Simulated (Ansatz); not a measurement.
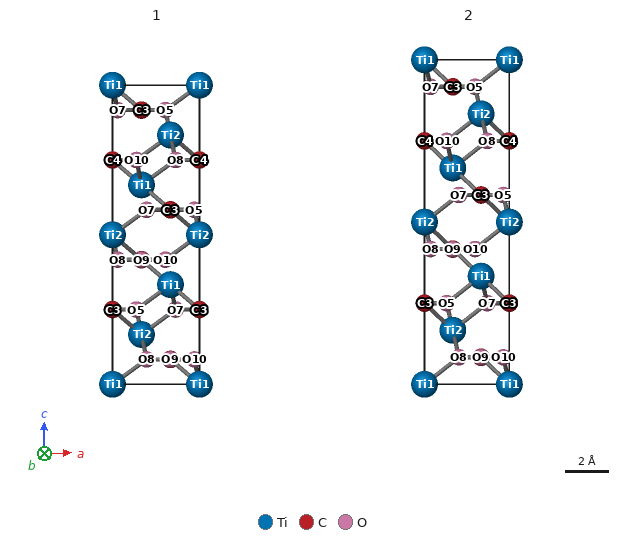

Two geometries of a crystal of TiCO$_{3}$ (a generated structure, set up in R-3c), drawn at one scale. One is the start of a relaxation, the other its converged end. Style: ball-and-stick. Shown: the conventional cell (3 times the calculation's cell), along the b axis. Lengths and directions refer to the drawn axes.

All numbers below come from DFT, PAW plane waves, r2SCAN (Ansatz 0.2.0). Set-up: plane-wave cutoff 500 eV; k-point mesh 5 × 5 × 5; occupations gaussian; smearing width 0.0182 eV; no spin polarisation; cell and atoms relaxed; force threshold 0.03 eV/Å; at most 80 steps.

> Which one is relaxed?

Structure 1 is the relaxed one. The start is a swapped structure. The largest moves relative to the cell, 0.064 Å, are those of O atoms. Ti and C stay in place. Cell: a = b 4.651 → 4.764 Å (+2.4 %), c 15.404 → 14.197 Å (−7.8 %). Volume −3.3 %. Some distances before and after: C–O 1.216 → 1.310 Å, O–Ti 2.164 → 2.108 Å. Bond angles that change, for instance: O–Ti–O 91.6° → 88.4°, O–Ti–O 88.4° → 91.6°. The space group stays R-3c (No. 167). The energy falls by 175 meV per atom in 6 accepted moves (7 points after the start). The largest force component goes from 6.2 to 0.0012 eV/Å. Pressure: 23.83 GPa at the start and 0.00 GPa at the end. The SCF was repeated once at an unchanged geometry on a basis and grid sized afresh for the cell, which shifted the energy by 0.2 meV per atom at most. The run took roughly 4 core-minutes on a shared host.
